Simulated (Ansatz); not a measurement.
# MgZrC: the cost of one run

Program: Ansatz 0.2.0. Level of theory: DFT PBE, scalar-relativistic, plane waves, PAW. These are calculated values, not measurements.

## Step 1: The system as given

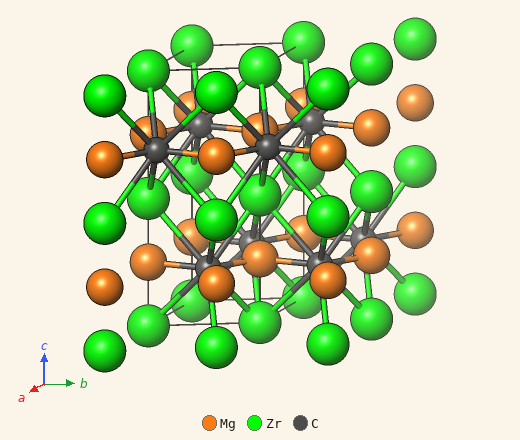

The starting structure, seen slightly off an axis (magnesium orange, zirconium green, carbon dark grey). 2×2×1 cells are drawn. Atoms on the faces are drawn again on the opposite ones.

Coordinates:

```
CELL_PARAMETERS angstrom
3.53143 0.00000 0.00000
-1.76572 3.05831 0.00000
0.00000 0.00000 8.24832
ATOMIC_POSITIONS crystal
Mg 0.00000 0.00000 0.25000
Mg 0.00000 0.00000 0.75000
Zr 0.00000 0.00000 0.00000
Zr 0.00000 0.00000 0.50000
C 0.33333 0.66667 0.25000
C 0.66667 0.33333 0.75000
```

A structure generator made this guess: random cell by space group and Wyckoff sites (P6_3/mmc, No. 194). Its size is a rough estimate.

## Step 2: The guess as it stands, on a coarse mesh

input.yaml reads:

```yaml
crystal:
  lattice:
    - [3.53143304, 0.0, 0.0]
    - [-1.76571652, 3.05831072, 0.0]
    - [0.0, 0.0, 8.24831676]
  atoms:
    - { symbol: Mg, position: [0.0, 0.0, 0.25] }
    - { symbol: Mg, position: [0.0, 0.0, 0.75] }
    - { symbol: Zr, position: [0.0, 0.0, 0.0] }
    - { symbol: Zr, position: [0.0, 0.0, 0.5] }
    - { symbol: C, position: [0.33333333, 0.66666667, 0.25] }
    - { symbol: C, position: [0.66666667, 0.33333333, 0.75] }
basis:
  ecutwfc: 420
kpoints:
  mp_grid: { grid: [6, 6, 2] }
hamiltonian:
  xc: pbe
scf:
  occupations: { method: gaussian, width: 0.1 }
  lower_state_search: "off"
output:
  forces: true
  stress: true
  eigenvalues: true
```

Command:

```bash
$ ansatz run input.yaml --threads 1 --pin off --max-ram 2560MiB --backend cpu --events-out ev --progress --plain --runs-dir out
```

**Question.** How long does this run take on 1 thread of Arm Neoverse V1, shared host, and how much memory does it need?

About 2.6 s, with a peak of 0.35 GiB.
